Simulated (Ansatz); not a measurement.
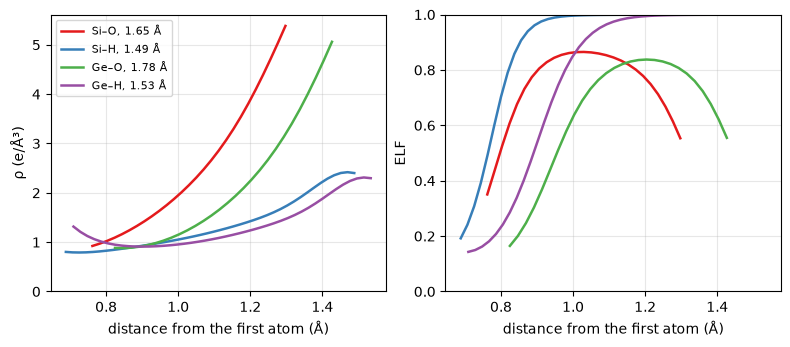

GeH8O2Si2. Total electron density and ELF along straight lines between neighbouring atoms. The curves leave out the atomic cores.

Geometry: PBE0-D4/def2-SVP.

Level of theory: Ansatz 0.2.0, isolated molecule in a Gaussian basis; Kohn-Sham density functional theory, functional PBE0.

| atom | x (Å) | y (Å) | z (Å) |
| --- | --- | --- | --- |
| Ge | -2.6642 | -0.0819 | -0.6453 |
| O | 0.4622 | -1.3533 | 0.8784 |
| O | -1.2335 | 0.6364 | 0.1402 |
| Si | 1.4101 | -2.1656 | -0.2132 |
| Si | -0.1640 | 0.1257 | 1.2847 |
| H | 2.5927 | -1.3373 | -0.6001 |
| H | 0.6200 | -2.4835 | -1.4406 |
| H | 1.8760 | -3.4342 | 0.4134 |
| H | 0.9275 | 1.1353 | 1.3531 |
| H | -0.8377 | -0.0506 | 2.6008 |
| H | -3.4993 | -0.8117 | 0.4236 |
| H | -3.4371 | 1.0937 | -1.2570 |
| H | -2.1774 | -1.0624 | -1.7258 |

Q: Compare the contacts.

A: Si–O (1.65 Å): ρ is about 1.1 e/Å³ halfway; the ELF peaks at about 0.85 between the atoms: a polar covalent bond.
Si–H (1.49 Å): ρ is about 0.79 e/Å³ halfway; the ELF climbs to about 1 towards the hydrogen, as it does in any bond to H.
Ge–O (1.78 Å): ρ at the midpoint is about 0.91 e/Å³; the ELF peaks at about 0.85 in the valence shell of O, 0.6 Å from its nucleus, and is about 0.30 at the midpoint.
Ge–H (1.53 Å): the density is about 1.1 e/Å³ at the midpoint; the ELF climbs to about 1 towards the hydrogen.
